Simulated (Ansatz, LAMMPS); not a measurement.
# Relaxing amorphous 37Ga2O3-63Al2O3 (mol %) (135 atoms)

Wanted: the relaxed structure of amorphous 37Ga2O3-63Al2O3 (mol %) (135 atoms) and its electronic structure.

Program: Ansatz 0.2.0. Level of theory: Kohn-Sham DFT, revPBE, PAW (set soft_2), plane waves. Results are calculated unless marked as measured.

### 1. Set-up

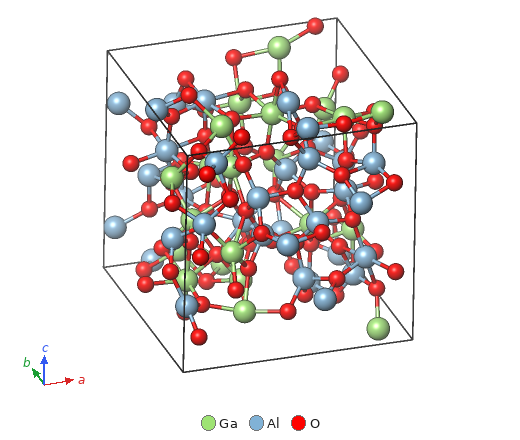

The starting structure, seen slightly off an axis (gallium green, aluminium light blue, oxygen red). Some periodic images of atoms are drawn too.

The cell holds 135 atoms: 20 Ga, 34 Al and 81 O. Its edges and angles: a = 11.052 Å, b = 11.052 Å, c = 11.052 Å, α = 90.0°, β = 90.0°, γ = 90.0°. 135 atoms (20 Fe, 34 Al, 81 O) placed at random at 3.55 g/cm³, melted at 5000 K for 10 ps at fixed volume with the Morse and Coulomb pair potential with partial charges (Pedone, Malavasi, Menziani, Cormack and Segre, J. Phys. Chem. B 110, 11780 (2006)). Quenched from 5000 K to 300 K at 50 K/ps and fixed volume, held 10 ps at zero pressure, then minimised at fixed cell. Then Fe was replaced by Ga and the cell scaled by 1.006 (the potential has no terms for the new elements, so the cell is a start for a DFT relaxation).

Before any run, some limits are plain. The quench rate of 50 K/ps far exceeds what a furnace or splat quench reaches, so expect more defects and frozen-in strain than in a real sample. The network of bonds at the start is that of the classical potential that made the cell. The Brillouin zone is sampled at Γ only, in a cell whose shortest periodic width is 11 Å.

### 2. The classical run that made the cell

A classical potential supplies the starting structure, since it reaches far longer times than DFT.

This step: classical MD, Morse and Coulomb pair potential with partial charges (Pedone, Malavasi, Menziani, Cormack and Segre, J. Phys. Chem. B 110, 11780 (2006)) (LAMMPS 22 Jul 2025 - Update 4).

Contents of in.lmp:

```
# melt-quench of Fe20Al34O81
units metal
atom_style charge
boundary p p p
region box block 0 11.5921 0 11.5921 0 11.5921
create_box 3 box
mass 1 55.8450   # Fe
mass 2 26.9815   # Al
mass 3 15.9990   # O
create_atoms 1 random 20 18559 NULL overlap 1.5 maxtry 2000
create_atoms 2 random 34 18566 NULL overlap 1.5 maxtry 2000
create_atoms 3 random 81 18573 NULL overlap 1.5 maxtry 2000
pair_style hybrid/overlay pedone 5.5 coul/long 8.0
pair_coeff * * coul/long
pair_coeff 1 3 pedone 0.418981 1.620376 2.382183 2   # Fe-O
pair_coeff 2 3 pedone 0.361581 1.900442 2.164818 0.9   # Al-O
pair_coeff 3 3 pedone 0.042395 1.379316 3.618701 22   # O-O
set type 1 charge 1.8
set type 2 charge 1.8
set type 3 charge -1.2
kspace_style pppm 1.0e-4
neigh_modify delay 0 every 1 check yes
thermo_style custom step time temp pe press density
thermo_modify norm yes
timestep 0.002
thermo 100
min_style cg
minimize 1e-4 1e-4 200 2000
reset_timestep 0
velocity all create 5000 18560 mom yes dist gaussian
fix lim all nve/limit 0.05
fix lan all langevin 5000 5000 0.2 18561 zero yes
thermo 500
run 1000 post no
# [... 10 lines left out ...]
thermo 1666
fix md all npt temp 300 300 0.2 iso 0 0 2
run 5000 post no
unfix md
thermo 100
min_style cg
minimize 0 1e-3 2000 20000
write_dump all custom glass.dump id type xs ys zs modify sort id
```

On the command line:

```console
lmp -in in.lmp -log none -nocite
```

Numbers of over 12 decimals in the logs are rounded to 6 here.

What it wrote:

```text
LAMMPS (22 Jul 2025 - Update 4)
Created orthogonal box = (0 0 0) to (11.5921 11.5921 11.5921)
Created 20 atoms
Created 34 atoms
Created 81 atoms
PPPM initialization ...
  G vector (1/distance) = 0.37661502
  grid = 12 12 12
  estimated relative force accuracy = 7.2306816e-05
   Step          Time           Temp          PotEng         Press         Density
         0   0              0             -2.5371587      770569.54      3.5500275
        70   0.14           0             -13.317404     -90319.236      3.5500275
Loop time of 0.0771921 s on 1 MPI rank(s) for 70 steps with 135 atoms
Minimization stats:
  Stopping criterion = energy tolerance
  Energy initial, next-to-last, final =
     -2.53715872540378  -13.3162104328742  -13.3174036821634
  Force two-norm initial, final = 351.1117 2.2921981
  Iterations, force evaluations = 70 91
   Step          Time           Temp          PotEng         Press         Density
[... 12 lines left out ...]
[... 1 line left out ...]
Loop time of 3.41103 s on 1 MPI rank(s) for 5000 steps with 135 atoms
   Step          Time           Temp          PotEng         Press         Density
[... 12 lines left out ...]
Loop time of 30.2668 s on 1 MPI rank(s) for 47000 steps with 135 atoms
   Step          Time           Temp          PotEng         Press         Density
[... 3 lines left out ...]
     56644   113.288        312.05723     -13.50154      -2565.5466      4.1651458
     58000   116            306.03789     -13.498876     -8654.0509      4.1702097
Loop time of 4.20902 s on 1 MPI rank(s) for 5000 steps with 135 atoms
   Step          Time           Temp          PotEng         Press         Density
     58000   116            306.03789     -13.498881     -8659.6806      4.1702097
     58019   116.038        306.03789     -13.539615     -10958.247      4.1702097
Loop time of 0.0589845 s on 1 MPI rank(s) for 19 steps with 135 atoms
Minimization stats:
  Stopping criterion = linesearch alpha is zero
  Energy initial, next-to-last, final =
      -13.498881056998  -13.5396147669435  -13.5396147669435
  Force two-norm initial, final = 14.444581 0.31346379
  Iterations, force evaluations = 19 67
```

Wall time 39 s (1 thread of Arm Neoverse V1, shared host); peak memory 0.078 GiB.

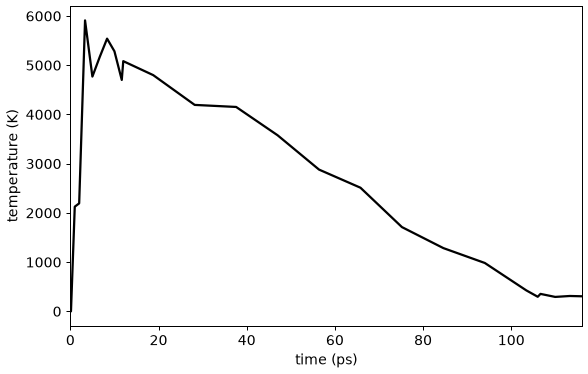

Temperature, plotted against time.

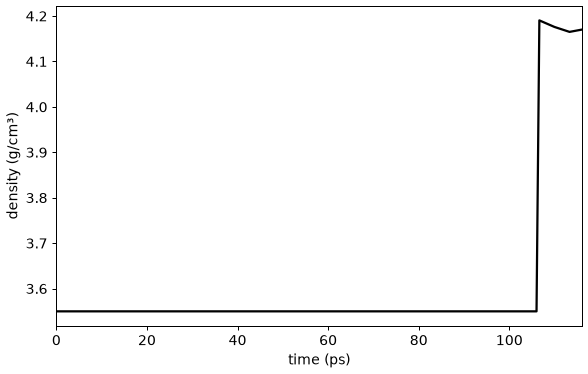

Density, plotted against time.

### 3. Single point at the start

A single point comes first, to see the forces before anything moves.

Contents of input.yaml:

```yaml
crystal:
  lattice:
    - [11.05227, 0.0, 0.0]
    - [0.0, 11.05227, 0.0]
    - [0.0, 0.0, 11.05227]
  atoms:
    - { symbol: Ga, position: [0.68658, 0.85172, 0.46134] }
    - { symbol: Ga, position: [0.24557, 0.61432, 0.36859] }
    - { symbol: Ga, position: [0.29665, 0.25732, 0.38415] }
    - { symbol: Ga, position: [0.57792, 0.58848, 0.82249] }
    - { symbol: Ga, position: [0.08119, 0.40907, 0.68863] }
    - { symbol: Ga, position: [0.83518, 0.42967, 0.84084] }
    - { symbol: Ga, position: [0.2442, 0.77183, 0.15469] }
    - { symbol: Ga, position: [0.53756, 0.87658, 0.74113] }
    - { symbol: Ga, position: [0.7359, 0.53172, 0.31586] }
    - { symbol: Ga, position: [0.44797, 0.57124, 0.083] }
    - { symbol: Ga, position: [0.17653, 0.47641, 0.16834] }
    - { symbol: Ga, position: [0.38149, 0.77871, 0.51533] }
    - { symbol: Ga, position: [0.382, 0.52714, 0.6336] }
    - { symbol: Ga, position: [0.89557, 0.1312, 0.00293] }
    - { symbol: Ga, position: [0.4677, 0.8548, 0.01685] }
    - { symbol: Ga, position: [0.95944, 0.64707, 0.20402] }
    - { symbol: Ga, position: [0.85359, 0.72398, 0.73766] }
    - { symbol: Ga, position: [0.72509, 0.93239, 0.9376] }
    - { symbol: Ga, position: [0.29928, 0.42418, 0.88513] }
    - { symbol: Ga, position: [0.34666, 0.23388, 0.11563] }
    - { symbol: Al, position: [0.96343, 0.81874, 0.00517] }
    - { symbol: Al, position: [0.15094, 0.88551, 0.45808] }
    - { symbol: Al, position: [0.87338, 0.38627, 0.13544] }
    - { symbol: Al, position: [0.07366, 0.58911, 0.91626] }
    - { symbol: Al, position: [0.32679, 0.71743, 0.85477] }
    - { symbol: Al, position: [0.41281, 0.27811, 0.60683] }
    - { symbol: Al, position: [0.20939, 0.98884, 0.00764] }
    - { symbol: Al, position: [0.76609, 0.00699, 0.66264] }
    - { symbol: Al, position: [0.02723, 0.94447, 0.20738] }
    - { symbol: Al, position: [0.65074, 0.61599, 0.54005] }
    - { symbol: Al, position: [0.49009, 0.66492, 0.30396] }
    - { symbol: Al, position: [0.9402, 0.98479, 0.44453] }
    [... 97 atom lines left out ...]
    - { symbol: O, position: [0.96897, 0.65844, 0.01055] }
    - { symbol: O, position: [0.30752, 0.89751, 0.87301] }
    - { symbol: O, position: [0.80453, 0.37111, 0.28104] }
    - { symbol: O, position: [0.1832, 0.28204, 0.51284] }
    - { symbol: O, position: [0.89661, 0.61697, 0.36974] }
    - { symbol: O, position: [0.57173, 0.27119, 0.62075] }
kpoints:
  mp_grid: { grid: [1, 1, 1] }
hamiltonian:
  xc: revpbe
scf:
  occupations: { method: fixed }
output:
  forces: true
  stress: true
  populations: intrinsic
  dos:
    method: { smearing: { sigma: 0.08 } }
    de: 0.1
    projected: { site_lists: { Al: [Al], Ga: [Ga], O: [O] } }
  eigenvalues: true
```

On the command line:

```console
ansatz run input.yaml --threads 4 --pin off --max-ram 8192MiB --backend cpu --events-out ev --progress --plain --runs-dir out
```

What it wrote:

```text
Engine: ansatz 0.2.0, aarch64-unknown-linux-gnu
Pseudopotentials: kind: paw
Pseudopotential: Ga, paw, valence charge 13, recommended cutoff 420 eV (normal), Ga.paw.azcp
Pseudopotential: Al, paw, valence charge 3, recommended cutoff 420 eV (normal), Al.paw.azcp
Pseudopotential: O, paw, valence charge 6, recommended cutoff 420 eV (normal), O.paw.azcp
[... 5 lines on functional and potentials left out ...]
Crystal: 135 atoms, lattice volume = 1350.064 Å³
Basis set: ecut = 420 eV, 26529 PW (Γ), exchange–correlation on 150×150×150 points (8 copies of the dense FFT grid, shifted against one another)
Bands: 559, of which v1, the nominal top of the filled ones, is band 424 counted from 1 (423 counted from 0)
Symmetry: 1 space group operations
Space group: P1 (ITA 1), of the structure as read, at distance tolerance 1.1e-4 Å
k-points: 1
[... 10 lines on functional and potentials left out ...]
Initial density: superposition of atomic densities (neutral atoms: chi_scale 0, normalization atom), corrected by the library's trained network
Initial wavefunctions: pseudopotential atomic-orbital guess
Functional: x = revpbe(κ = 1.245, μ = 0.219515), c = pbe(β = 0.066725)
SCF iter   1: F=—  HF=-140262.833618 eV  |F-HF|=—  |Δ(HF+E_count)|=         —  Δρ=4.45e-3  dr2=2.84e-1  ethr=1.77e-3  ⟨swp⟩=5.0  Hψ=1961  notcnv=0  defer=133
preconditioner: auto → Resta (q_TF=auto, 2.525 Å⁻¹)  ε∞=3.9  [insulator: Δε(μ)=2.590 eV  Ē_g=17.161 eV  n_scr=364 (ndim 8)  ℏωp=29.4 eV  f_vac=0.016  ε∞_Penn≈3.9]
SCF iter   2: F=—  HF=-140262.787855 eV  |F-HF|=—  |Δ(HF+E_count)|=   4.58e-2  Δρ=2.12e-3  dr2=4.71e-2  ethr=3.35e-5  ⟨swp⟩=2.0  Hψ=1061  notcnv=0  defer=133
SCF iter   3: F=—  HF=-140262.789559 eV  |F-HF|=—  |Δ(HF+E_count)|=   1.70e-3  Δρ=8.68e-4  dr2=1.19e-2  ethr=5.55e-6  ⟨swp⟩=4.0  Hψ=850  notcnv=0  defer=133
SCF iter   4: F=—  HF=-140262.790367 eV  |F-HF|=—  |Δ(HF+E_count)|=   8.08e-4  Δρ=3.03e-4  dr2=1.12e-3  ethr=1.40e-6  ⟨swp⟩=2.0  Hψ=781  notcnv=0  defer=133
SCF iter   5: F=—  HF=-140262.790542 eV  |F-HF|=—  |Δ(HF+E_count)|=   1.75e-4  Δρ=1.35e-4  dr2=2.28e-4  ethr=1.32e-7  ⟨swp⟩=2.0  Hψ=847  notcnv=0  defer=132
SCF iter   6: F=—  HF=-140262.790706 eV  |F-HF|=—  |Δ(HF+E_count)|=   1.64e-4  Δρ=4.91e-5  dr2=3.34e-5  ethr=2.69e-8  ⟨swp⟩=2.0  Hψ=821  notcnv=0  defer=129
SCF iter   7: F=—  HF=-140262.789359 eV  |F-HF|=—  |Δ(HF+E_count)|=   1.35e-3  Δρ=2.26e-5  dr2=7.06e-6  ethr=3.93e-9  ⟨swp⟩=2.0  Hψ=983  notcnv=0  defer=129
SCF iter   8: F=—  HF=-140262.789366 eV  |F-HF|=—  |Δ(HF+E_count)|=   7.41e-6  Δρ=7.44e-6  dr2=8.98e-7  ethr=8.33e-10  ⟨swp⟩=2.0  Hψ=854  notcnv=0  defer=129
SCF iter   9: F=—  HF=-140262.789367 eV  |F-HF|=—  |Δ(HF+E_count)|=   1.16e-6  Δρ=5.95e-6  dr2=3.92e-7  ethr=1.06e-10  ⟨swp⟩=2.0  Hψ=854  notcnv=0  defer=129
SCF iter  10: F=-140262.789367 eV  HF=-140262.789367 eV  |F-HF|=2.60e-8  |Δ(HF+E_count)|=   3.41e-8  Δρ=1.39e-6  dr2=2.46e-8  ethr=1.18e-11  ⟨swp⟩=13.0  Hψ=3473  notcnv=0
SCF 1 converged in 10 iterations: F = -140262.789367 eV  dr2 = 2.46e-8
  greatest PAW one-centre occupation: 0.998 electrons in one spin orbital (limit 2), on the Ga atom at site 19 (counted from 0), in its partial waves of l = 2
SCF converged after 10 iterations
Free energy (F): -140262.789367 eV
Harris-Foulkes:  -140262.789367 eV  (|F-HF|=2.60e-8)
Internal energy: -140262.789367 eV  (E = F + TS)
E sigma→0 (E₀):  -140262.789367 eV
Fermi energy:    7.663341 eV
--- Per-component energies (eV) ---
  E_band       = -707.995167
  E_kinetic    = 17646.656620
  E_local      = -76089.775719  (includes V_loc(G=0)·N_el)
  E_nonlocal   = 12837.057459
  E_hartree    = 33168.541075
  E_xc         = -8779.428622
  E_vxc        = -9848.156323  (∫ρ·V_xc dr)
  E_paw        = -68953.022673  (= ΣΔE_a)
  E_vpaw       = -11591.048825  (= ΣTr[D̂ρ^β])
  E_aug_tail   = 0.199196  (compensation charges beyond the density's cutoff)
  E_ewald      = -50089.487689
  E_core_change = -3.529014  (= ΣΔE_core)
  E_smearing   = -0.000000  (= −TS)
  E_closure    = 0.000000  (closes the sum)
  Σ components = -140262.789367   (vs F -140262.789367, Δ=0.00e0)
--- Forces (eV/Å), atoms counted from 1 ---
  atom   1  Ga    -0.50872942    -0.01883468    -0.38642057
  atom   2  Ga     0.04129384     0.56094292     0.04069332
  atom   3  Ga     0.60295984    -1.19519274    -0.22113700
  atom   4  Ga    -0.63309793     0.17100330    -0.50982363
  atom   5  Ga     0.26349912     0.01911807     0.50382516
  atom   6  Ga     0.33092995    -0.43030522    -0.26004895
  atom   7  Ga    -0.15234696     0.19937342     0.20525914
  atom   8  Ga     0.10116879     0.21777319     0.09200852
  atom   9  Ga     0.07585233    -0.20672073     0.63332240
  atom  10  Ga    -0.47196007     0.75480949     0.20734245
  atom  11  Ga    -0.76918605    -0.17260716    -0.27648709
  atom  12  Ga    -0.42594499    -0.37906229     0.08597378
  atom  13  Ga    -0.31079855    -0.61264673     0.37098783
  atom  14  Ga    -1.51899665    -0.05246425    -0.95285424
[...]
atom 134  O     -0.55138595    -1.02568925    -2.03171571
  atom 135  O      0.03735058     0.33757096    -0.44816483
  max |Σ_I F_I| component: 4.80e-5 eV/Å
--- Stress (GPa, compression-positive) ---
        8.996520       0.483361      -1.267873
        0.483370      12.755546      -0.409866
       -1.267857      -0.409853      10.779285
  P = ⅓ Tr σ = 10.8438 GPa (108.438 kbar)
--- Band table (eV) ---
  k-point 0: bands = ["-11.9988", "-11.7928", "-11.6874", "-11.5106", [... 543 levels ...], "18.8839", "18.9045", "18.9554", "18.9790", "18.9853", "19.0427", "19.1066", "19.1658", "19.1808", "19.2393", "19.3146", "19.3280"]
--- intrinsic populations: 135 sites ---
  site symbol       q [e]
     0     Ga     11.9447
     1     Ga     11.9609
     2     Ga     11.9577
[...]
134      O      6.9265
  spilling = -0.000000 (of n_electrons = 848.000000)
```

Elapsed: 45 s, on 4 threads of Arm Neoverse V1, shared host; peak memory 2.1 GiB.

Read from the output:

```yaml
free_energy: -140262.7894 eV
free_energy_per_atom: -1038.9836 eV/atom
scf_cycles: 10
pressure: 10.84 GPa
r_m_s_force_component: 0.6059 eV/Å
longest_force: 2.342 eV/Å
fermi_energy: 7.663 eV
spacing_of_highest_filled_and_lowest_empty_level: 2.482 eV
```

The r.m.s. force component of 0.61 eV/Å and the pressure of 11 GPa set the starting point.

Neighbours are counted within 2.27 Å (O-Al), 2.50 Å (O-Ga).

Length of the force by element and coordination:

```
element  coordination  atoms  mean length of the force (eV/Å)  spread  least   most
     Al           all     34                            0.811   0.277  0.160   1.36
     Al             4     21                            0.791   0.224    0.3   1.12
     Al             5      7                            0.814   0.372  0.160   1.32
     Al             6      6                            0.877   0.301  0.465   1.36
     Ga           all     20                            0.725   0.352  0.257   1.79
     Ga             4      1                             1.79       0   1.79   1.79
     Ga             5      6                            0.674   0.371  0.257   1.36
     Ga             6     11                            0.675   0.187  0.324   1.08
     Ga             7      2                            0.614   0.167  0.447  0.781
      O           all     81                             1.06   0.486  0.289   2.34
      O             2      1                             1.64       0   1.64   1.64
      O             3     54                             1.19   0.491  0.329   2.34
      O             4     25                            0.790   0.344  0.289   1.61
      O             5      1                            0.712       0  0.712  0.712
```

[end of part 1 of 3]

[Logs are printed without paths, hosts, clocks, repeated set-up lines and the standing remarks that a program may print on its own settings, such as how far it seeks lower states.]

[Hosts, paths, dates, database ids (printed as entryN), source tags and the programs' standing remarks are cut or masked in the printed files.]
